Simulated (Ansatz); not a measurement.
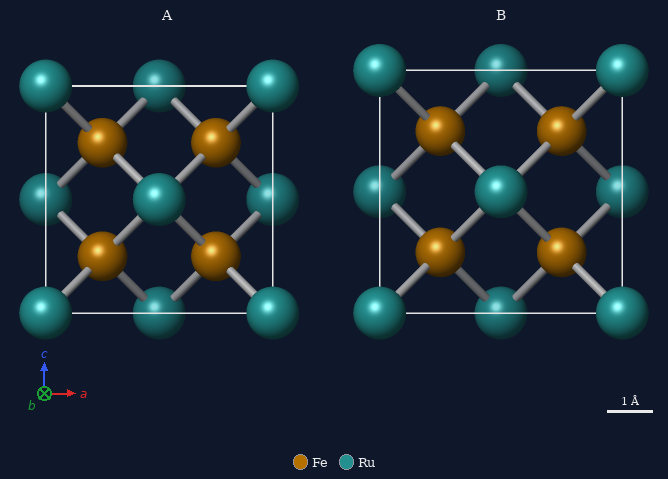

Two geometries of crystalline Fe2Ru (built on the fluorite_225 type) (coarse preliminary run), drawn at one scale. One is the start of a relaxation, the other its converged end. Style: ball-and-stick. Shown: the conventional cell (4 times the calculation's cell), along the b axis. Lengths and directions refer to the drawn axes.

Method: DFT PBE, scalar-relativistic, plane waves, PAW (Ansatz). Set-up: plane-wave cutoff 420 eV; k-point mesh 6 × 6 × 6; occupations gaussian; smearing width 0.1 eV; no spin polarisation; cell and atoms relaxed; force threshold 0.04 eV/Å; at most 70 steps.

Which one is relaxed?

Answer. Structure B is the relaxed one. Case: fluorite type (Fm-3m, No. 225). Over 4 accepted moves (6 points after the start) the energy falls by 432 meV per atom. All forces vanish by symmetry, so only the cell relaxes. The pressure goes from 66.48 to 0.11 GPa. At 2 points the geometry stayed and the basis and grid were re-selected for the new cell (energy shift of 7.8 meV per atom at most each time). No atom moves by more than 0.005 Å relative to the cell. The drawn cell changes as follows: a = b = c 5.143 → 5.496 Å (+6.9 %); the volume changes by +22.0 %. Some distances before and after: Fe–Fe 2.571 → 2.748 Å, Fe–Ru 2.227 → 2.380 Å. The space group stays Fm-3m (No. 225). The run took 10 s on 1 thread of Arm Neoverse V1, with other jobs on the host, peak memory 0.32 GiB.
